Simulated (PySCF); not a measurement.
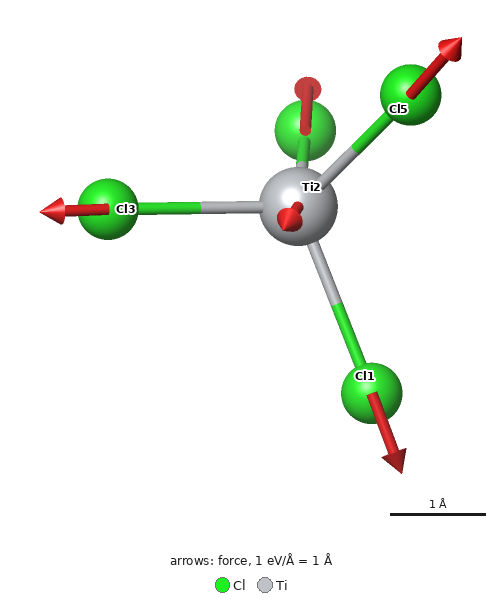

Starting geometry of TiCl4 with the computed forces as red arrows. A ball-and-stick model, seen at a tilt.

The start comes from GFN2-xTB. Its atoms were then displaced at random by about 0.01 Å.

Theory: PBE0-D3(BJ)/def2-SVP geometry optimisation, gas phase (PySCF 2.14.0, density-fitted response routines). 

Question: What follows when this structure is relaxed?

Answer: It isn't relaxed: the largest force vector, on a Cl atom, is 1.37 eV/Å. The atoms end up moving mostly along the starting forces (cosine between the two patterns 0.93). A Cl atom moves most after the best rigid fit: 0.056 Å. Largest moves by element: Cl 0.056 Å, Ti 0.014 Å. Some distances before and after: Cl–Ti 2.091 → 2.154 Å, Cl–Ti 2.121 → 2.151 Å. The energy falls by 0.092 eV in 4 geometry steps.
